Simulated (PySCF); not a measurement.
B(H)(OEt)(NH2), SMILES CCOBN at its CAM-B3LYP/def2-SVP optimised geometry (Å):

```
13

B      0.2866    -0.4616     0.0000
H     -0.3161    -1.5147    -0.0030
O     -0.3810     0.7238     0.0000
C     -1.7858     0.8097     0.0369
C     -2.2670     1.2939     1.3904
H     -2.1017     1.5147    -0.7500
H     -2.2343    -0.1707    -0.2018
H     -1.8069     2.2617     1.6387
H     -3.3607     1.4178     1.3930
H     -1.9986     0.5761     2.1803
N      1.6865    -0.4616     0.0000
H      2.2343    -1.3095    -0.0089
H      2.2279     0.3941     0.0016
```

Computed with CAM-B3LYP/def2-TZVP (PySCF).

Map of the log10 of the electron density (e/bohr³), floored at −4 on the plane z = 0.6 Å:

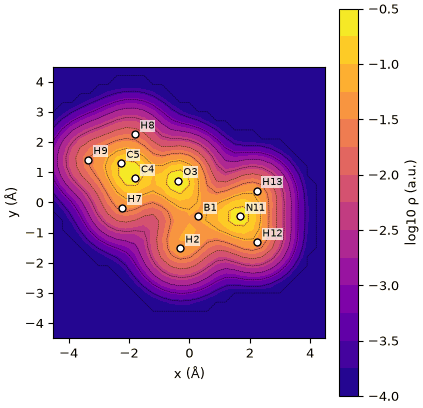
Figure: Log10 of the electron density (e/bohr³), floored at −4 on the plane z = 0.6 Å.
